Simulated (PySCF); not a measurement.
**TaO2: structure of the doublet**

The task is one start of a wider search on TaO2: the doublet, from a linear start. It is relaxed, tested by its Hessian and followed downhill if it is a saddle.

Computed with PySCF 2.14.0. Level: PBE0, basis Ta def2-TZVP with ECP60, O def2-TZVP, scalar-relativistic core potentials, no spin–orbit coupling, density fitting.

## 1. Where the work starts

3 atoms, charge 0, spin multiplicity 2.

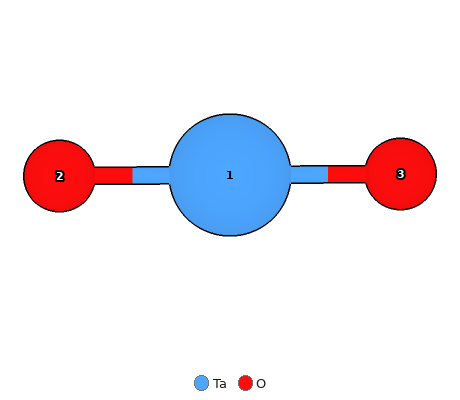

As it starts; tantalum blue, oxygen red; atoms are numbered from 1 in the order of the file.

```xyz
3
charge 0 multiplicity 2
Ta    0.0000    0.0000    0.0000
O     0.0000    0.0000    1.8300
O     0.0000    0.0000   -1.8300
```

## 2. Finding the electronic state

One driver script runs all steps and calls PySCF; scf.py shows how it sets up the SCF of each step. The optimiser is the driver's own. After this first run the driver tries any further starts and a stability analysis.

scf.py

```python
from pyscf import gto, scf, dft
mol = gto.M(atom='''
Ta     0.000000     0.000000     0.000000
O      0.000000     0.000000     1.830000
O      0.000000     0.000000    -1.830000''',
    basis={'Ta': 'def2-TZVP', 'O': 'def2-TZVP'},
    ecp={'Ta': 'def2-TZVP'},
    charge=0, spin=1)
mf = dft.UKS(mol, xc='PBE0')
mf.grids.atom_grid = (50, 194)
aux = {'Ta': 'def2-universal-JKFIT', 'O': 'def2-universal-JKFIT'}
mf = mf.density_fit(auxbasis=aux)
mf.conv_tol = 1e-08
mf.diis_space = 10
mf.max_cycle = 60
mf.init_guess = 'minao'
mf.verbose = 4
mf.kernel()
```

Command:

```bash
> OMP_NUM_THREADS=4 python axn.py task.json out
```

Standard output:

```text
init E= -188.191231753241
[... the frontier-level lines of each cycle are left out ...]
cycle= 1 E= -206.896820264138  delta_E= -18.7  |g|= 0.977  |ddm|= 4.76
cycle= 2 E= -198.223738029944  delta_E= 8.67  |g|=  3.7  |ddm|= 2.61
cycle= 3 E= -207.199648573  delta_E= -8.98  |g|= 0.363  |ddm|= 2.62
cycle= 4 E= -207.274181870668  delta_E= -0.0745  |g|= 0.124  |ddm|= 0.634
cycle= 5 E= -207.280539889026  delta_E= -0.00636  |g|= 0.00722  |ddm|= 0.115
cycle= 6 E= -207.280581863812  delta_E= -4.2e-05  |g|= 0.00363  |ddm|= 0.016
cycle= 7 E= -207.280596925356  delta_E= -1.51e-05  |g|= 0.00133  |ddm|= 0.0048
cycle= 8 E= -207.280604351339  delta_E= -7.43e-06  |g|= 0.000576  |ddm|= 0.00523
cycle= 9 E= -207.28060520133  delta_E= -8.5e-07  |g|= 0.000355  |ddm|= 0.00207
cycle= 10 E= -207.280605302103  delta_E= -1.01e-07  |g|= 5.65e-05  |ddm|= 0.000721
cycle= 11 E= -207.280605334221  delta_E= -3.21e-08  |g|= 5.71e-05  |ddm|= 0.000467
cycle= 12 E= -207.280605036608  delta_E= 2.98e-07  |g|= 2.74e-05  |ddm|= 0.00585
cycle= 13 E= -207.280604960333  delta_E= 7.63e-08  |g|= 9.68e-06  |ddm|= 0.00456
cycle= 14 E= -207.28060496017  delta_E= 1.63e-10  |g|= 2.05e-06  |ddm|= 0.00028
Extra cycle  E= -207.280604960167  delta_E= 2.73e-12  |g|= 4.17e-06  |ddm|= 5.96e-06
converged SCF energy = -207.280604960167  <S^2> = 0.75822279  2S+1 = 2.008206
```

This step, with its further starts and checks, ran for 13 s (4 threads of Arm Neoverse V1, shared host).

The starts that the driver tried:

```csv
start,energy (Eh)
the minimal-basis guess,-207.280605
a thermally smeared density,-207.280605
a smeared PBE density,-207.280605
```

This is not the lowest solution: one lies 2.5 kJ/mol lower, at -207.28154 Eh, and the relaxation starts from that.

## 3. Relaxation: linear start, doublet

The program finds D∞h symmetry in the start, which this walk keeps. The walk stops when the largest gradient is under 0.0003 Eh/bohr and the energy has settled too.

scf.py: that of step 2 with these lines changed.

```diff
@@ -16 +15,0 @@
-mf.init_guess = 'minao'
```

Energy and gradient, step by step:

| step | energy (Eh) | change (kJ/mol) | largest symmetric gradient (Eh/bohr) |
| --- | --- | --- | --- |
| 0 | -207.281544 | 0.00 | 0.02479 |
| 1 | -207.282595 | -2.76 | 0.01043 |
| 2 | -207.282789 | -3.27 | 0.00070 |
| 3 | -207.282789 | -3.27 | 0.00001 |

The walk took 6.5 s.

After 3 steps and 3.3 kJ/mol it ends at D∞h: Ta–O 1.804 Å (×2); O–Ta–O 180.0°.

## 4. Frequencies

The point is checked on the finer grid, and tightened if its gradient asks for it. The Hessian and the dipole derivatives come from central differences of analytic gradients, with steps of 0.02 bohr.

scf.py: that of step 3 with these lines changed.

```diff
@@ -4,2 +4,2 @@
-O      0.000000     0.000000     1.830000
-O      0.000000     0.000000    -1.830000''',
+O      0.000000     0.000000     1.804050
+O     -0.000000     0.000000    -1.804050''',
@@ -10 +10 @@
-mf.grids.atom_grid = (50, 194)
+mf.grids.atom_grid = (75, 302)
@@ -13 +13 @@
-mf.conv_tol = 1e-08
+mf.conv_tol = 1e-10
```

The driver hands on the density of the step before, so the log starts near convergence.

Log of the central SCF (cycles and frontier levels):

```text
init E= -207.28277297267
[... the frontier-level lines of each cycle are left out ...]
cycle= 1 E= -207.282772972674  delta_E= -3.52e-12  |g|= 8.02e-07  |ddm|= 4.32e-06
Extra cycle  E= -207.282772972676  delta_E= -2.5e-12  |g|= 1.7e-06  |ddm|= 4.44e-06
converged SCF energy = -207.282772972676  <S^2> = 0.75753066  2S+1 = 2.0075165
```

The whole step took 20 s.

Geometry: D∞h; Ta–O 1.804 Å (×2); O–Ta–O 180.0°.

Harmonic modes (main isotopes):

```json
{"ω (cm⁻¹)": "390i", "IR (km/mol)": "225", "μ (u)": "18.53", "type": "bend"}
{"ω (cm⁻¹)": "327i", "IR (km/mol)": "45.2", "μ (u)": "18.53", "type": "bend"}
{"ω (cm⁻¹)": "773", "IR (km/mol)": "689", "μ (u)": "18.53", "type": "stretch"}
{"ω (cm⁻¹)": "945", "IR (km/mol)": "0.0", "μ (u)": "15.99", "type": "stretch"}
```

2 modes are imaginary, the largest at 390i cm⁻¹: a saddle point, not a minimum.

The SCF density has lower symmetry than the nuclear frame, so the modes carry no labels; pairs that should be degenerate can split.

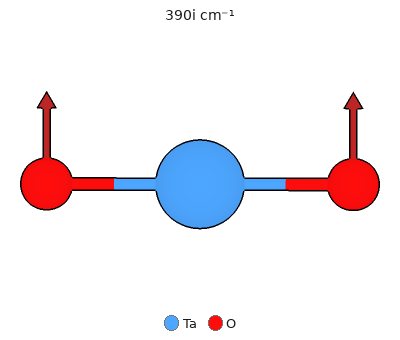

The imaginary mode, as arrows.

Properties at this point:

| Quantity | Value |
| --- | --- |
| Dipole moment | 0.00 D |
| Highest occupied level | -7.31 eV |
| Lowest empty level | -5.04 eV |
| Rotational constants | 0.1619 cm⁻¹ |
| Zero-point energy (real modes) | 10.3 kJ/mol |
| Principal polarisabilities | 41.0, 47.1, 61.7 bohr³ |
| Atomisation energy without zero-point energy | 1111 kJ/mol |
| Principal traceless quadrupole moments about the centre of mass | -23.53, 8.24, 15.29 D Å |
| Spin squared ⟨S²⟩ | 0.758 |

Charges (e) and bond orders:

```tsv
atom	Mulliken	Löwdin	polar tensor	spin (Mulliken)	Mayer order to Ta1
Ta1	1.17	0.92	2.67	1.13	–
O2,3	-0.58	-0.46	-1.33	-0.06	2.00
```

Mulliken populations on Ta1 (outside its core potential): s 2.59, p 6.49, d 2.57, f 0.18.

## 5. Downhill along the imaginary mode

The start is the last point, displaced along its most imaginary mode.

The program finds C2v symmetry in the start, which this walk keeps. Threshold on the gradient: 0.0003 Eh/bohr, with a further test on the energy change.

scf.py: that of step 4 with these lines changed.

```diff
@@ -3,3 +3,3 @@
-Ta     0.000000     0.000000     0.000000
-O      0.000000     0.000000     1.804050
-O     -0.000000     0.000000    -1.804050''',
+Ta    -0.005630     0.020454    -0.000000
+O      0.031848    -0.115697     1.804050
+O      0.031848    -0.115697    -1.804050''',
@@ -10 +10 @@
-mf.grids.atom_grid = (75, 302)
+mf.grids.atom_grid = (50, 194)
@@ -13 +13 @@
-mf.conv_tol = 1e-10
+mf.conv_tol = 1e-08
```

Steps of the walk:

| step | energy (Eh) | change (kJ/mol) | largest symmetric gradient (Eh/bohr) |
| --- | --- | --- | --- |
| 0 | -207.288032 | 0.00 | 0.03587 |
| 1 | -207.309331 | -55.92 | 0.05823 |
| 2 | -207.342594 | -143.25 | 0.06993 |
| 3 | -207.368756 | -211.94 | 0.09694 |
| 4 | -207.394562 | -279.70 | 0.03124 |
| 5 | -207.399639 | -293.02 | 0.00855 |
| 6 | -207.399719 | -293.23 | 0.00368 |
| 7 | -207.399733 | -293.27 | 0.00011 |
| 8 | -207.399733 | -293.27 | 0.00002 |

The walk took 15 s.

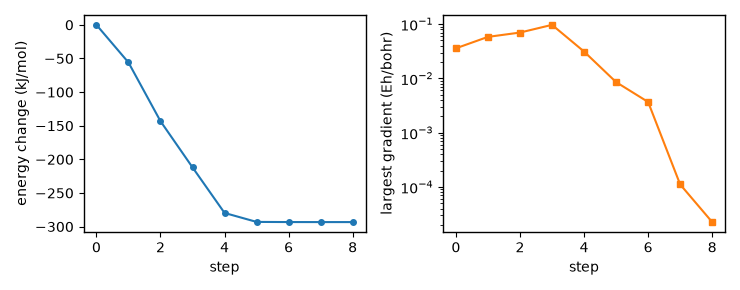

Energy and largest gradient along the walk.

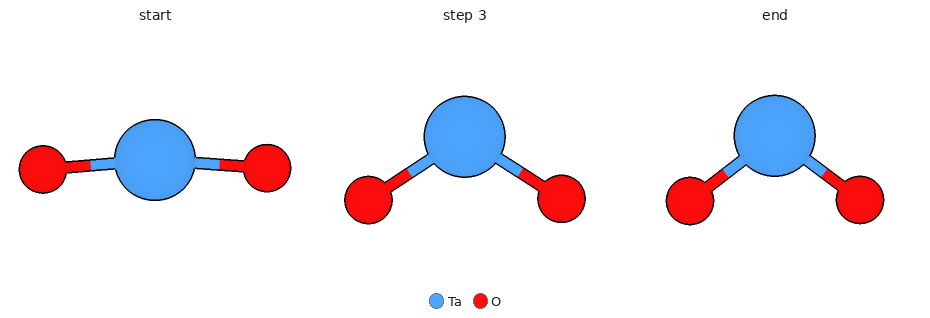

Start and end of the relaxation, with a step between.

After 8 steps and 293.3 kJ/mol it ends at C2v: Ta–O 1.719 Å (×2); O–Ta–O 105.5°.

## 6. Is it a minimum? Harmonic modes

The same treatment as at the point before.

scf.py: that of step 5 with these lines changed.

```diff
@@ -3,3 +3,3 @@
-Ta    -0.005630     0.020454    -0.000000
-O      0.031848    -0.115697     1.804050
-O      0.031848    -0.115697    -1.804050''',
+Ta    -0.041568     0.151006     0.000000
+O      0.234812    -0.853014     1.368144
+O      0.234812    -0.853014    -1.368144''',
@@ -10 +10 @@
-mf.grids.atom_grid = (50, 194)
+mf.grids.atom_grid = (75, 302)
@@ -13 +13 @@
-mf.conv_tol = 1e-08
+mf.conv_tol = 1e-10
```

SCF at the final geometry:

```text
init E= -207.399733547679
[... the frontier-level lines of each cycle are left out ...]
cycle= 1 E= -207.399733547648  delta_E= 3.07e-11  |g|= 9.71e-06  |ddm|= 7.12e-06
Extra cycle  E= -207.399733547314  delta_E= 3.34e-10  |g|= 3.1e-05  |ddm|= 2.1e-05
converged SCF energy = -207.399733547314  <S^2> = 0.76047863  2S+1 = 2.0104513
```

The whole step ran for 23 s (4 threads of Arm Neoverse V1, shared host).

Geometry: C2v; Ta–O 1.719 Å (×2); O–Ta–O 105.4°.

Harmonic modes (main isotopes):

```tsv
symmetry	ω (cm⁻¹)	IR (km/mol)
a1	345	5.3
b2	959	204
a1	1026	72.7
```

All wavenumbers are real: a minimum.

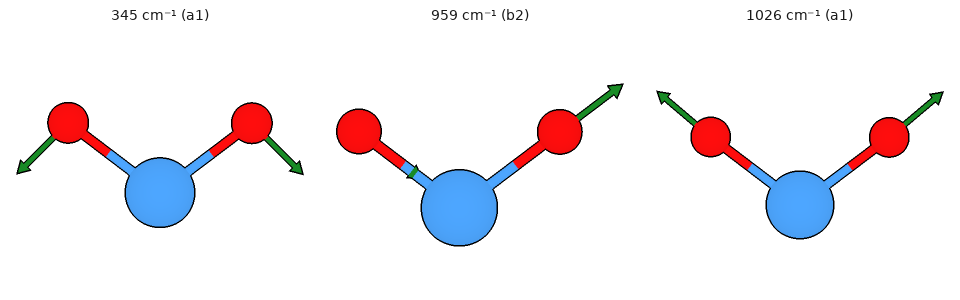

How the atoms move in 3 of the modes.

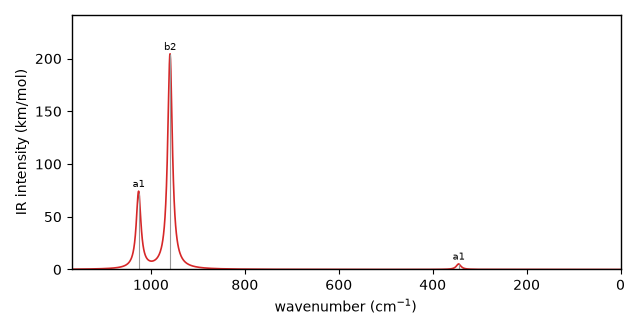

The harmonic infrared spectrum (widths in cm⁻¹). Lines are broadened to a width of 12 cm⁻¹ (Lorentzian).

Constants and moments:

| Quantity | Value |
| --- | --- |
| Dipole moment | 5.54 D |
| Highest occupied level | -6.66 eV |
| Lowest empty level | -3.46 eV |
| Rotational constants | 0.5718, 0.2815, 0.1887 cm⁻¹ |
| Zero-point energy | 13.9 kJ/mol |
| Principal polarisabilities | 52.1, 58.6, 68.1 bohr³ |
| Atomisation energy without zero-point energy | 1418 kJ/mol |
| Principal traceless quadrupole moments about the centre of mass | -7.53, 2.00, 5.53 D Å |
| Entropy at 298.15 K and 1 bar (electronic part: spin only) | 279.8 J/(mol K) |
| Heat capacity Cp at 298.15 K | 43.1 J/(mol K) |
| Enthalpy at 298.15 K above 0 K | 11.08 kJ/mol |
| Rotational symmetry number | 2 |
| Spin squared ⟨S²⟩ | 0.760 |

Charges (e) and bond orders:

| atom | Mulliken | Löwdin | polar tensor | spin (Mulliken) | Mayer order to Ta1 |
| --- | --- | --- | --- | --- | --- |
| Ta1 | 0.99 | 0.61 | 1.56 | 1.20 | – |
| O2,3 | -0.50 | -0.30 | -0.78 | -0.10 | 2.16 |

Mulliken populations on Ta1 (outside its core potential): s 2.77, p 6.22, d 2.89, f 0.12.

## 7. The points found, side by side

| spin | group | bonds | imaginary modes (cm⁻¹) | ΔE (kJ/mol) | with zero-point energy |
| --- | --- | --- | --- | --- | --- |
| doublet | C2v | Ta–O 1.719 Å (×2) | none | 0.0 | 0.0 |
| doublet | D∞h (density of lower symmetry) | Ta–O 1.804 Å (×2) | 390i, 327i | 307.1 | – |

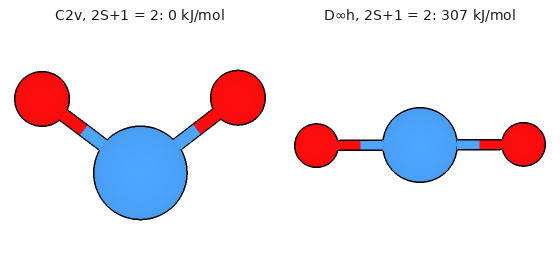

The points, lowest first (tantalum blue, oxygen red).

## 8. What came out

| quantity | value |
| --- | --- |
| minimum | doublet, C2v |
| geometry | Ta–O 1.719 Å (×2); O–Ta–O 105.4° |
| wavenumbers (cm⁻¹) | 345 (a1), 959 (b2), 1026 (a1) |
| dipole moment | 5.54 D |
| highest occupied, lowest empty level (either spin) | -6.66, -3.46 eV |
| polar-tensor charge of Ta1 | +1.56 e |
| zero-point energy | 13.9 kJ/mol |
| entropy at 298.15 K | 279.8 J/(mol K) |
| atomisation energy (no zero-point energy) | 1418 kJ/mol |
| ⟨S²⟩ | 0.760 |

**Reading.** From D∞h at the start the molecule goes to a C2v minimum, after a stop at a second-order saddle point 307.1 kJ/mol higher, from which it was pushed off along an imaginary mode. The strongest infrared band lies at 959 cm⁻¹ (b2, stretch). With 5.5 D the molecule is strongly polar. Most of the spin sits on Ta1 (Mulliken spin 1.20, against 1 for the whole molecule). The first SCF alone would have been 2 kJ/mol too high. Only this shape and spin were tried, so other structures or states may lie lower. One determinant may miss the lowest occupation of an open d or f shell. With an element this heavy the missing spin–orbit coupling can shift these numbers.

The search up to here took 78 s.
